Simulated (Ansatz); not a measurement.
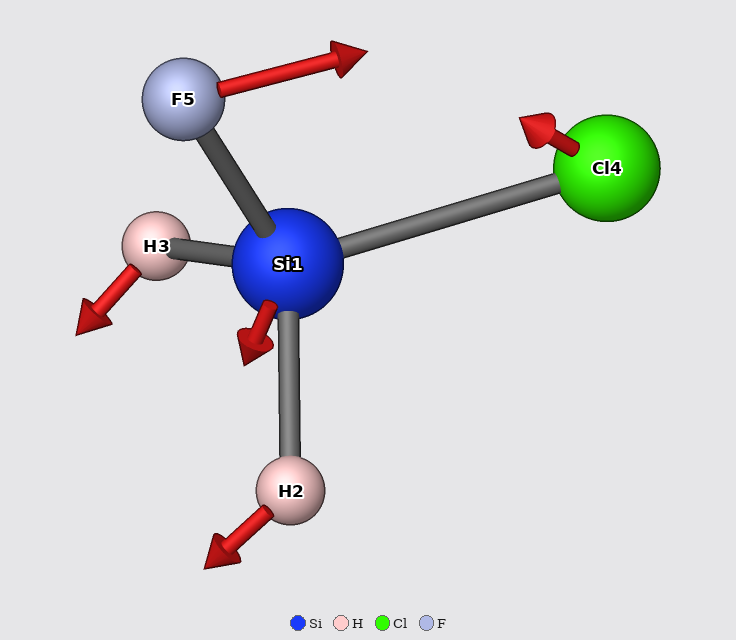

The arrows show one normal mode. Harmonic vibrations computed with RKS PBE0-D4/def2-TZVP (Ansatz 0.2.0) at a stationary point of the same level.

**Describe the motion.**

Mostly Cl–Si–F bending.

**At what wavenumber does it lie?**

248 cm⁻¹; it is mode 1 of 9 counted from the lowest.
